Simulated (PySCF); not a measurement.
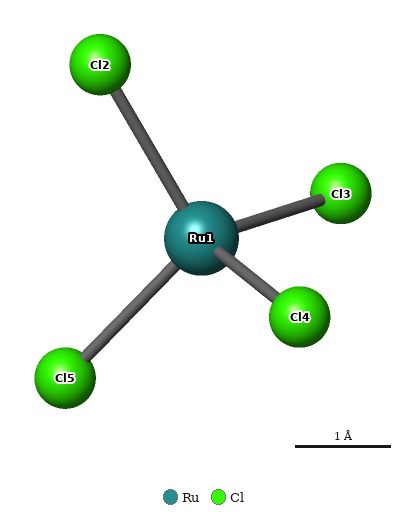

Figure 1. The input geometry (ball-and-stick view, seen on its broad side; atoms are numbered from 1 in the order of the input). Sticks mark near contacts. Bond lengths as drawn: Cl–Ru 2.19 Å.

# Run report: RuCl$_{4}$, frequency calculation

- system: RuCl$_{4}$
- method: RKS-based PBE0, Ru def2-SVP with ECP28, Cl def2-SVP; non-relativistic Hamiltonian with a scalar-relativistic core potential; density fitting (PySCF 2.14.0)

## Log
```
init E= -1934.58054803029
  HOMO = -0.289660047858931  LUMO = -0.167876353982089  gap/eV = 3.31390
cycle= 1 E= -1934.58054803029  delta_E= -4.09e-12  |g|= 5.09e-07  |ddm|= 5.73e-07
  HOMO = -0.289659928070287  LUMO = -0.167876213341789  gap/eV = 3.31390
Extra cycle  E= -1934.58054803029  delta_E= 2.27e-12  |g|= 1.81e-06  |ddm|= 1.81e-06
converged SCF energy = -1934.58054803029
```

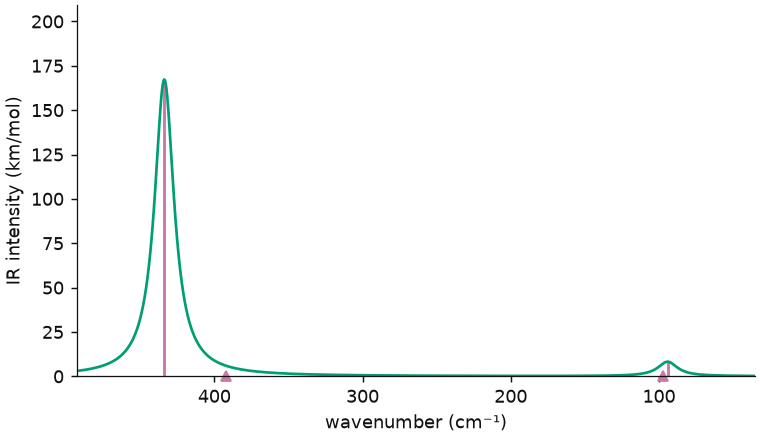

Figure 2. Harmonic infrared spectrum, unscaled: sticks (degenerate modes added up, dark ones marked on the axis) with a Lorentzian envelope of 16 cm⁻¹ full width, scaled to the tallest stick. 9 modes from 94 to 434 cm⁻¹, none imaginary. The strongest line is at 434 cm⁻¹ (167 km/mol). All modes, in cm⁻¹ (km/mol): 94 (2.7), 94 (2.7), 94 (2.7), 97 (0.0), 97 (0.0), 392 (0.0), 434 (56), 434 (56), 434 (56).

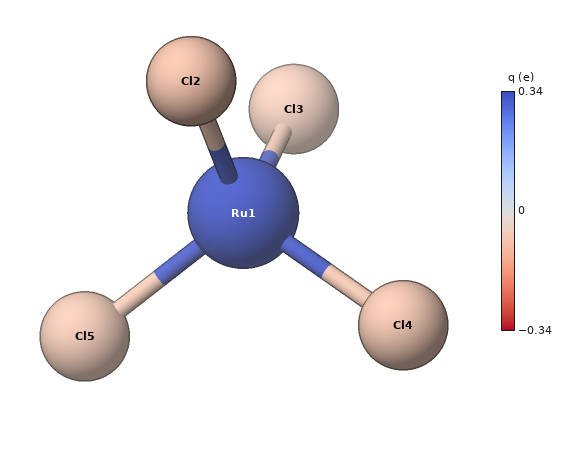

Figure 3. Mulliken charges, as the colour of each atom (ball-and-stick view, seen at a tilt; atoms are numbered from 1 in the order of the input). By element: Ru +0.33 and Cl −0.08 e.

The run was set up as follows.

## Input file
```python
from pyscf import gto, scf, dft
mol = gto.M(atom='''
Ru    -0.000000    -0.000000     0.000000
Cl     1.791085    -0.000083     1.266488
Cl    -1.791085    -0.000000     1.266488
Cl     0.000041     1.791126    -1.266430
Cl    -0.000041    -1.791044    -1.266547''',
    basis={'Ru': 'def2-SVP', 'Cl': 'def2-SVP'},
    ecp={'Ru': 'def2-SVP'},
    charge=0, spin=0)
mf = dft.RKS(mol, xc='PBE0')
mf.grids.atom_grid = (75, 302)
aux = {'Ru': 'def2-universal-JKFIT', 'Cl': 'def2-universal-JKFIT'}
mf = mf.density_fit(auxbasis=aux)
mf.conv_tol = 1e-09
mf.diis_space = 10
mf.max_cycle = 60
mf.verbose = 4
mf.kernel()
```

The script is an equivalent of the set-up of the self-consistent field. The run itself was carried out by a driver, which started from the orbitals of the step before it where there was one and computed the further properties.

Run as:
```bash
OMP_NUM_THREADS=2 python axn.py task.json out
```

## Key numbers

- outcome: converged
- total energy: −1934.580548 hartree
- HOMO: −7.88 eV
- LUMO: −4.57 eV
- zero-point energy: 0.004945 hartree
- dipole moment: 0.00 D
- wavenumbers, lowest and highest: 94 and 434 cm⁻¹
- hardware: 2 threads of Arm Neoverse N1, 98 GiB of memory available, shared host
- wall time: 47 s (CPU time 83 s)
- peak memory: 1.4 GiB
